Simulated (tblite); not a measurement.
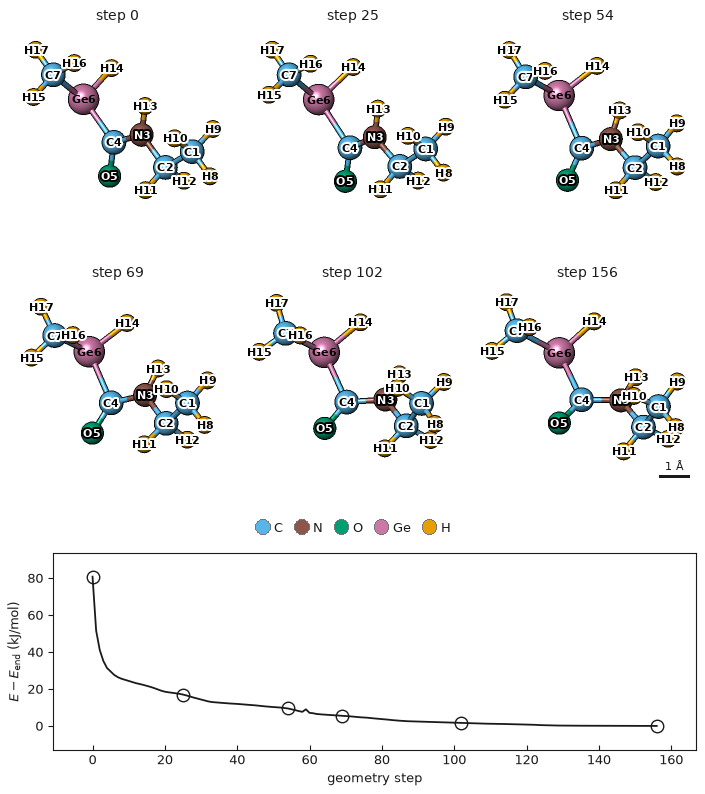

Frames of a relaxation of C4H10GeNO (multiplicity 2), marked on the history of the run. A ball-and-stick model, seen from a free direction.

Computed with GFN2-xTB geometry optimisation, gas phase in tblite 0.8.0. 

What happens along the run?

Over 156 geometry steps the energy falls by 80.8 kJ/mol. O5 moves most after the best rigid fit: 1.68 Å. Largest moves by element: O 1.68 Å, H 1.53 Å, N 0.65 Å, C 0.50 Å, Ge 0.26 Å. Among the contacts that change: C4–Ge6 1.920 → 2.068 Å, N3–C4 1.426 → 1.332 Å, Ge6–H14 1.548 → 1.614 Å, Ge6–C7 1.950 → 2.013 Å. Bond angles that change, for instance: C4–Ge6–H14 109.9° → 98.3°, C7–Ge6–H14 109.2° → 99.7°, C4–Ge6–C7 109.0° → 103.3°. Groups turn about C4–Ge6 by about 85°, C2–N3 by about 70°. Cost: 1.6 s on 1 thread of Arm Neoverse N1, with other jobs on the host. From step 0 to 25: H14 moves most (0.57 Å), energy −63.8 kJ/mol. From step 25 to 54: O5 moves most (0.49 Å), energy −7.53 kJ/mol. From step 54 to 69: H13 moves most (0.45 Å), energy −3.99 kJ/mol. From step 69 to 102: O5 moves most (0.50 Å), energy −3.91 kJ/mol. From step 102 to 156: O5 moves most (0.41 Å), energy −1.56 kJ/mol.
